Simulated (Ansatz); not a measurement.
A relaxed structure of GaAs. Level of theory: r2SCAN (plane waves to 500 eV, PAW, scalar-relativistic; Ansatz, a first-principles code).

F-43m (No. 216), cF8, zinc blende type; a = b = c = 5.6652 Å, α = β = γ = 90.00°.

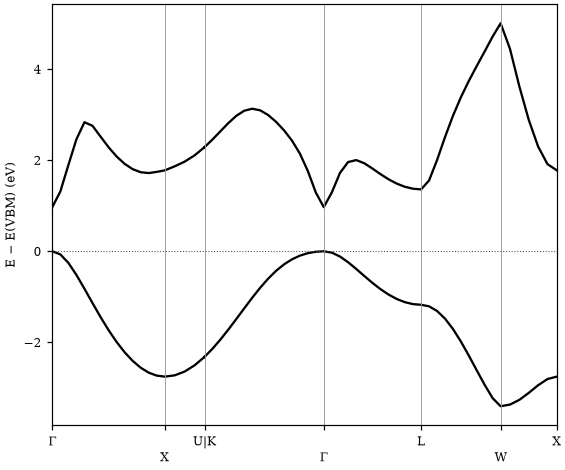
Highest filled and lowest empty band along the path of this cell's Brillouin zone

**Question.** Read off the gap and say whether it is direct.

**Answer.** 0.97 eV, direct at Γ (no spin-orbit coupling).

**Question.** How far does the top valence band disperse along this path?

**Answer.** About 3.4 eV.

No spin polarisation in the result.

Measured for GaAs: a 5.64 Å (static lattice; corrected from measurement; as listed in Daniel Mejia-Rodriguez, S. B. Trickey, Phys. Rev. B (2018)); gap 1.57 eV (static lattice; corrected from measurement; as listed in Wei Chen et al., Physical Review Materials (2018)). Computed minus measured — a: r2SCAN +0.4 %; gap: r2SCAN -0.60 eV. The computed values are for a static lattice, and a measured gap can be an optical one, lowered by exciton binding.

The run could not lose the symmetry of its start; a randomly shaken copy of 2 atoms returns to this structure.

All atoms sit on sites fixed by symmetry, so only the cell could relax.
